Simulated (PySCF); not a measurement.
SMILES N#Cc1ccsc1-c1cccs1 at its GFN2-xTB optimised geometry (Å):

```
17

N      3.4138     1.3718    -0.0069
C      2.6664     0.5008    -0.0049
C      1.8047    -0.6069    -0.0034
C      2.2954    -1.9414    -0.0042
C      1.3025    -2.8602    -0.0024
S     -0.2616    -2.1387    -0.0005
C      0.4213    -0.5399    -0.0011
C     -0.4326     0.6021     0.0000
C     -1.8077     0.6021     0.0000
C     -2.3576     1.8935     0.0011
C     -1.4049     2.8655     0.0021
S      0.1879     2.2293     0.0000
H      3.3443    -2.1779    -0.0060
H      1.3858    -3.9286    -0.0025
H     -2.3902    -0.3023    -0.0010
H     -3.4138     2.0932     0.0011
H     -1.5420     3.9286     0.0026
```

Computed with PySCF with CAM-B3LYP/def2-SVP.

Map of the LUMO amplitude (bohr^(-3/2)) on the plane z = 0.6 Å; orbital energy -0.98 eV, overall sign arbitrary:

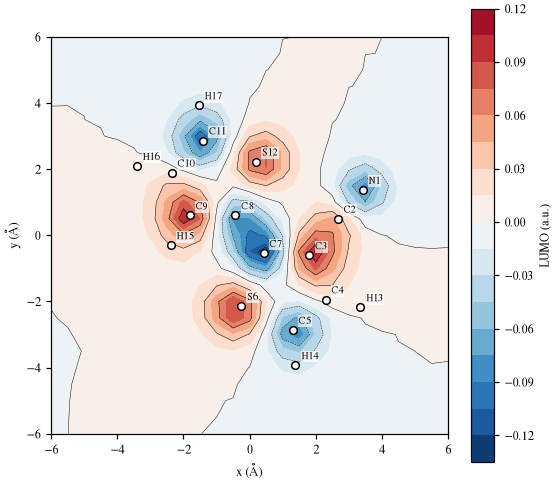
*LUMO amplitude (bohr^(-3/2)) on the plane z = 0.6 Å.*
